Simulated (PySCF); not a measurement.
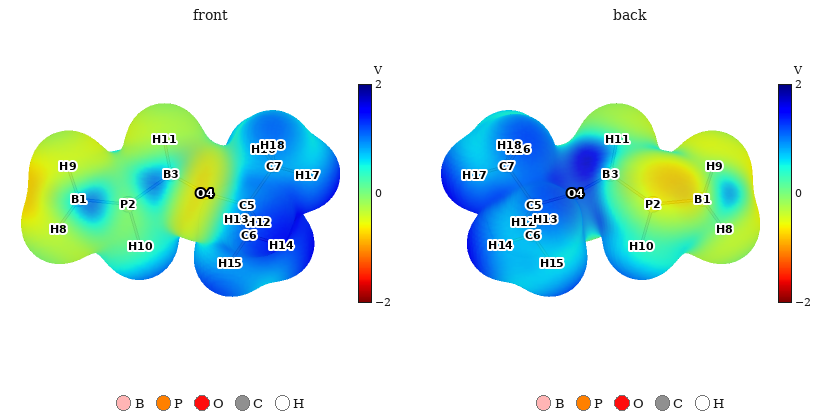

The picture shows: C₃H₁₁B₂OP (SMILES BPBOC(C)C). The molecular electrostatic potential painted on the density surface at 0.004 e/bohr³, seen from the front and from behind; red is negative and blue positive.

Geometry: GFN2-xTB.

Computed with revPBE/pcSseg-1, SCF density, in a water solvent model, non-relativistic (PySCF 2.14.0).

```xyz
18

B     3.7522    0.8431    0.7151
P     2.3829    0.2536   -0.3198
B     0.9606   -0.3344    0.7780
O    -0.2368    0.1828    0.6442
C    -1.5059    0.1342    0.0609
C    -1.4033    0.3276   -1.4533
C    -2.1978   -1.1862    0.4062
H     4.2975    1.8466    0.4655
H     4.1393    0.1472    1.5734
H     1.8831    1.3429   -1.0026
H     1.2169   -1.1214    1.6263
H    -2.0749    0.9680    0.4983
H    -0.8056   -0.4718   -1.8860
H    -2.3941    0.3161   -1.8992
H    -0.9245    1.2770   -1.6797
H    -1.6430   -2.0167   -0.0246
H    -3.2107   -1.1906    0.0129
H    -2.2360   -1.3180    1.4845
```

Where is the surface potential most negative and most positive?

Answer. The most negative region (about −0.8 V) lies over P2, the most positive (about +1.6 V) over B3 and C5.
